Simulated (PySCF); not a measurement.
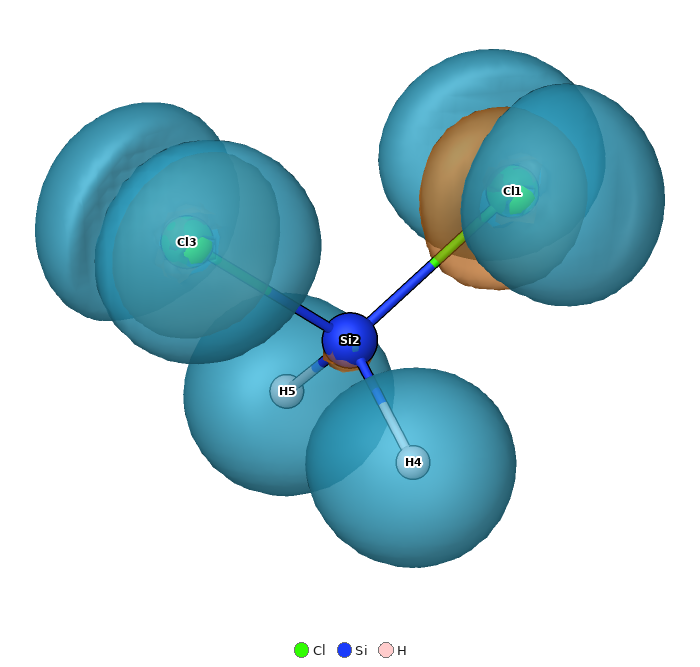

Figure 1: Cl$_{2}$H$_{2}$Si, SMILES `Cl[SiH2]Cl`. Fukui function f⁻ = ρ(N) − ρ(N−1) at fixed geometry, surfaces at ±0.015 e/Å³ (light blue positive, orange negative).

Method: B3LYP/def2-SVPD; geometry: GFN2-xTB; program: PySCF. No frequency check shows the geometry to be a minimum. GFN2-xTB bond lengths at metals and heavier atoms can be off by up to 0.1 Å and shapes distorted, which carries into these values.

Q: On which atoms does the density change most on removal of an electron?

A: f⁻ (Hirshfeld-condensed) is largest on Cl1 and Cl3 (0.30 each); the vertical ionisation energy is 11.28 eV. Condensed values hint at sites of electrophilic attack but needn't mark the atom that reacts. Orbital relaxation makes it negative in places (0.08 e in all).

| atom | f⁻ | charge |
| --- | --- | --- |
| Cl1 | +0.30 | −0.11 |
| Si2 | +0.14 | +0.36 |
| Cl3 | +0.30 | −0.11 |
| H4 | +0.13 | −0.07 |
| H5 | +0.13 | −0.07 |
